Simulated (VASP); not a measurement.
Band structure of C (relaxed from the layer:graphite structure). These are r2SCAN meta-GGA, VASP's PBE PAW potentials (set 64) (plane waves; VASP 6.6.1) values and carry that method's errors.

The cell holds a wide vacuum, so values per volume refer to the whole cell.

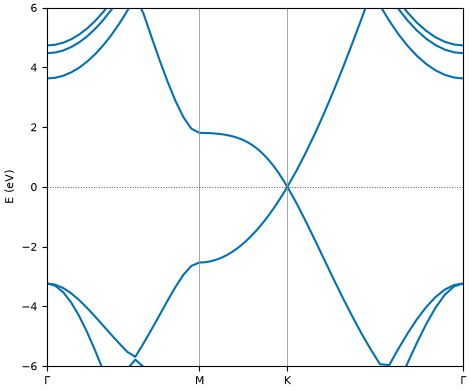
Fig. 1. Bands along high-symmetry lines, zero at the valence-band maximum or, without a gap, the Fermi level

Problem. Read the plot: is there a gap, and where are the band edges?

Solution. It has no gap at this level: it comes out as a metal or semimetal.

The cell is a sheet with vacuum, built from a generated structure.
